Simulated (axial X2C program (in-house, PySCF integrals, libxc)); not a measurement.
# Run report: TeAl⁻, relativistic diatomic calculation

- system: TeAl⁻, single determinant with M_S = 0 and |Λ| = 0.
- method: HF, spin-free X2C-1e, Te dyall-acv3z, Al dyall-av3z (cores contracted) (axial X2C program (in-house, PySCF integrals, libxc))

### Summary

- outcome: converged
- bond length rₑ: 2.464 Å
- ωₑ: 376.1 cm⁻¹
- energy at the minimum: −7033.39499 hartree
- depth below the fragments: 2.47 eV
- hardware: 1 thread of AMD EPYC (Zen 3), 24 GiB of memory available, shared host
- wall time: 4.8 s
- peak memory: 0.67 GiB

### Notes

Hartree–Fock lacks correlation, so it usually binds too weakly. Limits: 9 of the 10 points asked for were kept.

### Input file
```
{"zs": [52, 13], "q": -1, "bas": ["dyall-acv3z", "dyall-av3z"], "levels": ["PBE0", "HF", "r2SCAN0"], "cc": true, "r0": 2.41, "thr": -1.0, "nmax": 90, "npts": 10, "nst": 2, "ntry": 6}
```

The line is the task of a batch: nuclear charges, charge, bases, the levels to run, a first guess of the distance and further settings. This report covers HF without spin-orbit coupling. The log is that of the reference distance 2.469 Å.

The run was one of a batch that the task file lists, launched with:
```bash
python <driver script> task.json out
```

### Output
```
spin-free X2C-1e  HF
basis functions 205  fitting functions 1048  grid points 5080
iter        total energy     max residual
   1      -7033.370632308     3.44e-01
   2      -7033.393978733     6.92e-03
   3      -7033.394815948     1.08e-02
   4      -7033.394955307     2.52e-03
   5      -7033.394976772     6.18e-04
   6      -7033.394979620     3.78e-04
   7      -7033.394980100     8.48e-05
   8      -7033.394980161     3.34e-05
   9      -7033.394980165     9.44e-06
  10      -7033.394980165     2.43e-06
converged
one-electron -9962.39374575  Coulomb 2977.30304703  exact exchange -193.19038699  xc functional 0.00000000  nuclear repulsion 144.88610554
correlated 10  virtual 282  natural virtual 88  E(MP2) -0.202887239  MP2 remainder -0.008699594
iter   CCSD correlation   residual
   1     -0.207340817   1.45e-01
   2     -0.214468280   6.02e-02
   3     -0.216354318   2.62e-02
   4     -0.216386734   8.28e-03
   5     -0.216428491   2.70e-03
   6     -0.216425255   1.13e-03
   7     -0.216426220   3.78e-04
   8     -0.216429372   1.26e-04
   9     -0.216428423   4.08e-05
  10     -0.216428497   1.47e-05
  11     -0.216428291   5.00e-06
  12     -0.216428286   1.87e-06
(T) -0.012953085933085981  T1 0.0302  D1 0.0420  max T2 0.070
```

### The points of the curve

```
R (Å)   E (hartree)  dipole (D; origin at the first atom, positive when the second is positive)  highest filled (eV)  lowest empty (eV)
2.148  −7033.363167                                                                       −5.39                −2.36               2.94
2.247  −7033.381803                                                                       −4.95                −2.51               2.93
2.321  −7033.389788                                                                       −4.59                −2.60               2.93
2.395  −7033.393884                                                                       −4.23                −2.68               2.92
2.469  −7033.394980                                                                       −3.87                −2.75               2.91
2.555  −7033.393378                                                                       −3.43                −2.80               2.90
2.642  −7033.389484                                                                       −3.00                −2.83               2.87
2.753  −7033.382143                                                                       −2.45                −2.70               2.84
2.889  −7033.370939                                                                       −1.81                −2.54               2.79
```

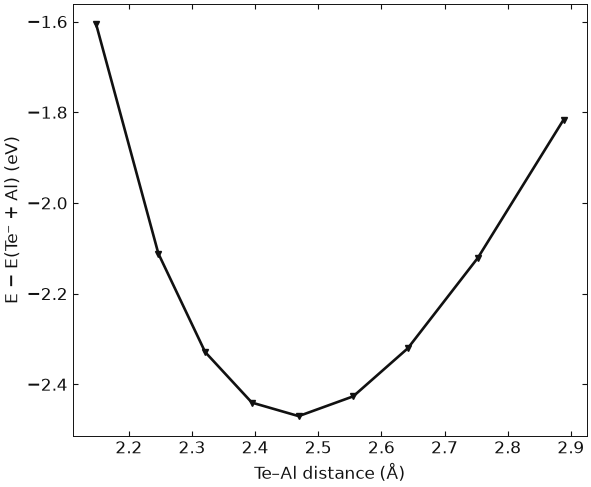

*Energy at 9 bond lengths, for one set of occupations held fixed; the line joins the points.*

A polynomial of degree 6 through 9 points gives rₑ = 2.464 Å, ωₑ = 376.1 cm⁻¹, ωₑxₑ = 0.97 cm⁻¹ and Bₑ = 0.1243 cm⁻¹. The minimum lies 2.47 eV below Te⁻ + Al, each computed as one determinant at the same level.

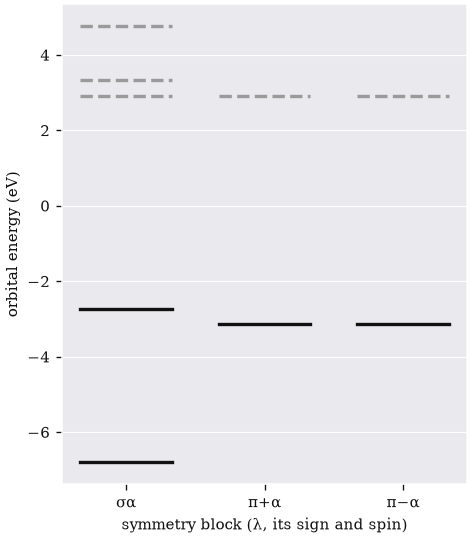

*Orbital energies near the frontier at 2.47 Å, filled (solid) and empty (dashed); a label such as π−α means λ = −1 and α spin, and the β levels equal the α ones.*

The highest filled orbital (σα; 39 % Al p, 30 % Te p) lies at −2.75 eV, the lowest empty one (π+α; 97 % Al p) at 2.91 eV.
